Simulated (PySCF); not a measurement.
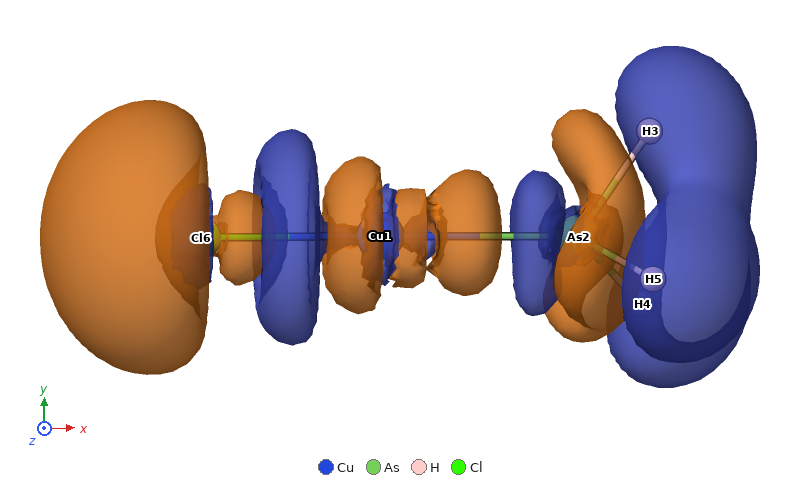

Figure 1: Cu(AsH3)Cl (AsClCuH3). Change of the electron density in a uniform field of 0.10 V/Å, surfaces at ±0.0005 e/Å³ (orange: gain, blue: loss).

Level of theory: TPSS/def2-SVPD (PySCF), at a geometry from GFN2-xTB. This is a single-reference result, which may miss multireference character in this system. No frequency check shows the geometry to be a minimum. GFN2-xTB bond lengths at metals and heavier atoms can be off by up to 0.1 Å and shapes distorted, which carries into these values.

### Along which Cartesian direction does the field point?

Along +x: electrons gather on the −x side, against the field.

### How large is the response?

The induced dipole is 0.53 D (along the field); α along this axis, from the fields in both directions, is 105 bohr³ (15.5 Å³).

### Which atoms gain and lose the most charge?

Electrons gather most on Cl6 (Hirshfeld charge changes by −0.015 e) and leave H3 and H4 alike most (+0.005 e); 0.029 electrons are displaced in all.

The PySCF run took 72 s on 1 thread of Arm Neoverse V2 (shared host), peak memory 0.5 GiB.
